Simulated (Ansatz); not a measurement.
# CH4ClSi (charge -1): relaxed scan of one distance from a Python script

The task is a relaxed scan of one distance, for CH4ClSi (charge -1).

Program: Ansatz 0.2.0, driven from Python. Level of theory: PBE0+D4/def2-SVP. These are calculated values, not measurements.

## Step 1: The system

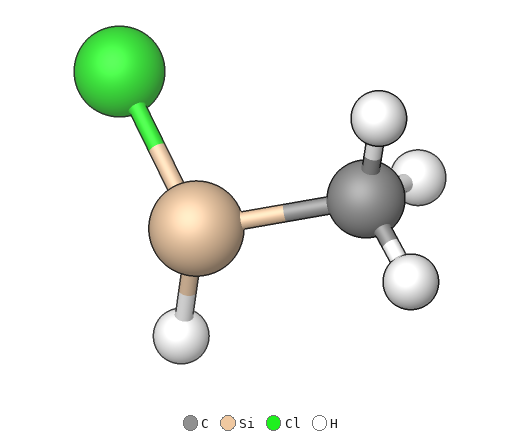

The structure that the script starts from, seen from a chosen angle (carbon grey, silicon light orange, chlorine green, hydrogen white).

No structure file is read: the coordinates are typed or built in the script.

## Step 2: The script

Input file relaxed_scan_ch4clsi.py:

```python
# -*- coding: utf-8 -*-
from dataclasses import dataclass

import ansatz as az
import numpy as np


@dataclass
class Options:
    basis: str = "def2-SVP"
    xc: str = "pbe0"
    vdw: str = "d4"
    net_charge: int = -1


opts = Options()


def main():
    geometry_ang = [
        ("C", (-0.8259, -0.0514, -0.072)),
        ("Si", (0.8598, 0.4999, 0.4325)),
        ("Cl", (2.0004, -1.1471, 0.8701)),
        ("H", (-1.4562, 0.8028, -0.3378)),
        ("H", (-1.3267, -0.5929, 0.7366)),
        ("H", (-0.785, -0.715, -0.9414)),
        ("H", (1.5337, 1.2038, -0.688)),
    ]
    system = az.Crystal.molecule()
    for symbol, xyz in geometry_ang:
        system = system.atom(symbol, xyz)

    calc = (
        system.calculation()
        .basis(gaussian=opts.basis)
        .functional(opts.xc, dispersion=opts.vdw)
        .charge(opts.net_charge)
    )
    symbols = [site.symbol for site in system.cartesian_sites]
    pairs = [(0, 1), (0, 3), (0, 4), (0, 5), (1, 2), (1, 6)]
    print("held (A)   E (eV)        ", "  ".join(f"{symbols[i]}{i}-{symbols[j]}{j}" for i, j in pairs))
    for length in [1.7, 1.84, 1.99, 2.21, 2.49]:
        report = calc.relax(constraints=[az.DistanceConstraint((0, 1), at=length)], force_tolerance=0.02, max_steps=60).run().report
        xyz = np.array(report["positions_ang"])
        print(f"{length:6.2f} {report['free_energy_ev']:14.5f}  ", "  ".join(f"{np.linalg.norm(xyz[i] - xyz[j]):.3f}" for i, j in pairs))


if __name__ == "__main__":
    main()
```

## Step 3: The input behind the calls

The package turns the script's settings into the engine's input (first run):

```yaml
crystal:
  periodic: [false, false, false]
  atoms:
    - { symbol: C, position_ang: [-0.8259, -0.0514, -0.072] }
    - { symbol: Si, position_ang: [0.8598, 0.4999, 0.4325] }
    - { symbol: Cl, position_ang: [2.0004, -1.1471, 0.8701] }
    - { symbol: H, position_ang: [-1.4562, 0.8028, -0.3378] }
    - { symbol: H, position_ang: [-1.3267, -0.5929, 0.7366] }
    - { symbol: H, position_ang: [-0.785, -0.715, -0.9414] }
    - { symbol: H, position_ang: [1.5337, 1.2038, -0.688] }
basis:
  gaussian:
    orbitals: def2-SVP
hamiltonian:
  xc: pbe0
  dispersion: d4
total_charge: -1.0
relax:
  f_tol: 0.02
  max_steps: 60
  constraints:
    - { distance: [0, 1], at: 1.7 }
```

## Step 4: Running it

On the command line:

```console
python relaxed_scan_ch4clsi.py
```

The program printed:

```text
held (A)   E (eV)         C0-Si1  C0-H3  C0-H4  C0-H5  Si1-Cl2  Si1-H6
DeckWarning: relax.constraints: the input's atoms, or those drawn, lie off the distances that are held; a relaxation that starts there is brought onto them ahead of its first SCF, by positions alone, an atom by 7.20e-2 Å at the most. With the symmetry detection on, the symmetry is detected on the input's atoms as so brought (as typed, where only the drawn atoms reach the distances), and notices that speak of the structure as typed mean those atoms
  1.70   -21487.43079   1.700  1.110  1.106  1.108  2.272  1.561
  1.84   -21487.97859   1.840  1.109  1.105  1.106  2.262  1.560
  1.99   -21488.08265   1.990  1.107  1.104  1.104  2.255  1.557
  2.21   -21487.80652   2.210  1.105  1.103  1.102  2.242  1.554
  2.49   -21487.20122   2.490  1.102  1.101  1.100  2.230  1.553
```

(Warnings from the package without file and line, repeats left out.)

It took 96 s on 1 thread of Arm Neoverse V1, shared host; peak memory 0.21 GiB.

## Step 5: What each run gave

One row for each of the 5 runs:

```tsv
run	distance (Å)	energy from run 3 (eV)	SCF cycles in all	CPU time (s)
1	1.70	0.6519	73	19
2	1.84	0.1041	80	22
3	1.99	0.0000	72	19
4	2.21	0.2761	71	19
5	2.49	0.8814	67	16
```

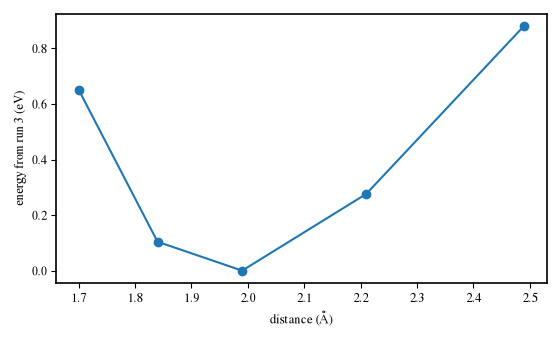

Energy against distance; lines join the points.

## Step 6: Path of the relaxation of run 1

Relaxation path:

```
step  E - E(step 1) (eV)  largest force component (eV/Å)
   1              0.0000                          3.2783
   2             -0.6743                          0.7892
   3             -0.7604                          0.3507
   4             -0.7746                          0.1822
   5             -0.7692                          0.3864
   6             -0.7807                          0.0947
   7             -0.7831                          0.0177
```

Step 1 is the start. Step 5 was tried and not accepted.

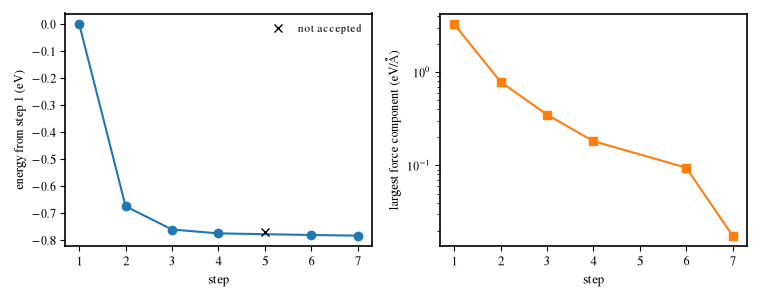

Energy and largest force along the relaxation.

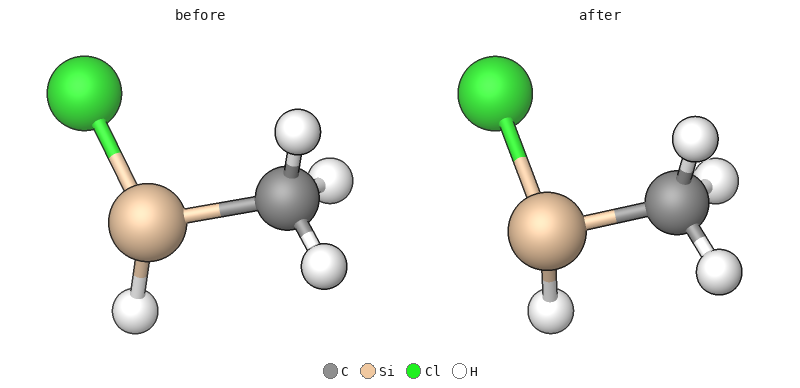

Before and after, at one scale.

Before: Bond lengths: C1–Si2 1.844 Å, Si2–Cl3 2.051 Å, C1–H4 1.094 Å, C1–H5 1.094 Å, C1–H6 1.094 Å, Si2–H7 1.485 Å. Angles: C1–Si2–Cl3 109.1°, C1–Si2–H7 110.5°, Cl3–Si2–H7 106.8°, Si2–C1–H4 111.1°, Si2–C1–H5 111.4°, Si2–C1–H6 111.4°, H4–C1–H5 107.6°, H4–C1–H6 107.6°, H5–C1–H6 107.7°.

After: Bond lengths: C1–Si2 1.700 Å, Si2–Cl3 2.272 Å, C1–H4 1.110 Å, C1–H5 1.106 Å, C1–H6 1.108 Å, Si2–H7 1.561 Å. Angles: C1–Si2–Cl3 97.5°, C1–Si2–H7 97.3°, Cl3–Si2–H7 95.1°, Si2–C1–H4 108.1°, Si2–C1–H5 112.3°, Si2–C1–H6 118.2°, H4–C1–H5 104.9°, H4–C1–H6 106.6°, H5–C1–H6 105.9°.

## Step 7: How the relaxation of run 5 went

Step by step:

| step | E - E(step 1) (eV) | largest force component (eV/Å) |
| --- | --- | --- |
| 1 | 0.0000 | 4.3573 |
| 2 | -1.3443 | 1.1310 |
| 3 | -1.5403 | 0.5839 |
| 4 | -1.5565 | 0.1423 |
| 5 | -1.5590 | 0.0421 |
| 6 | -1.5601 | 0.0110 |

Step 1 is the start.

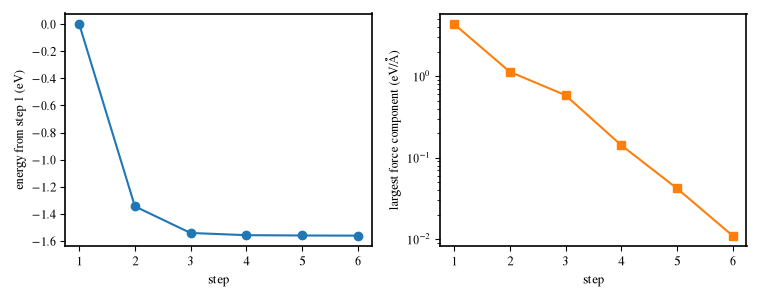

Energy and largest force along the relaxation.

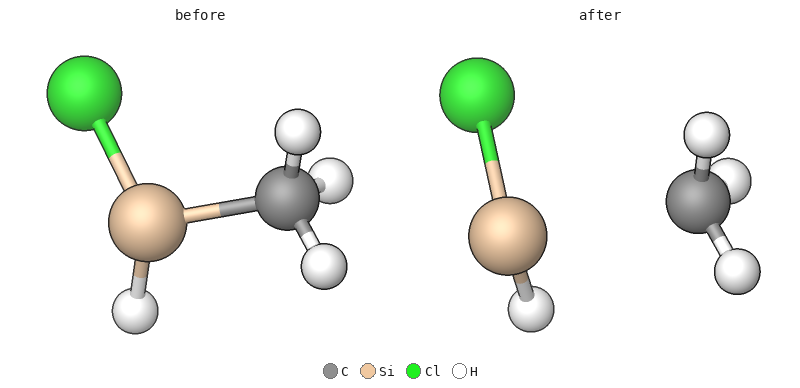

The structure before (left) and after (right) the relaxation, drawn at the same scale.

Before: Bond lengths: C1–Si2 1.844 Å, Si2–Cl3 2.051 Å, C1–H4 1.094 Å, C1–H5 1.094 Å, C1–H6 1.094 Å, Si2–H7 1.485 Å. Angles: C1–Si2–Cl3 109.1°, C1–Si2–H7 110.5°, Cl3–Si2–H7 106.8°, Si2–C1–H4 111.1°, Si2–C1–H5 111.4°, Si2–C1–H6 111.4°, H4–C1–H5 107.6°, H4–C1–H6 107.6°, H5–C1–H6 107.7°.

After: Bond lengths: Si2–Cl3 2.230 Å, C1–H4 1.102 Å, C1–H5 1.101 Å, C1–H6 1.100 Å, Si2–H7 1.553 Å. Angles: Cl3–Si2–H7 94.9°, H4–C1–H5 110.8°, H4–C1–H6 111.3°, H5–C1–H6 110.7°.

## Step 8: What came out

```
                  quantity     value
             runs compared         5
           range of energy  0.881 eV
lowest point, distance (Å)      1.99
```

What this shows: The lowest point, at 1.99, lies inside the range. The ends stand 0.652 and 0.881 eV above it. The distance scanned is the script's pair 0, 1. Run 1: The relaxation took 5 moves; the largest shift is 0.277 Å, of atom 2 (Si). Run 5: After 5 moves the largest shift is 0.510 Å, of atom 2 (Si). What to keep in mind:
- The energies are electronic: no zero-point or thermal terms, and the basis set is short of its limit.
- Anions want diffuse functions, which this basis lacks.
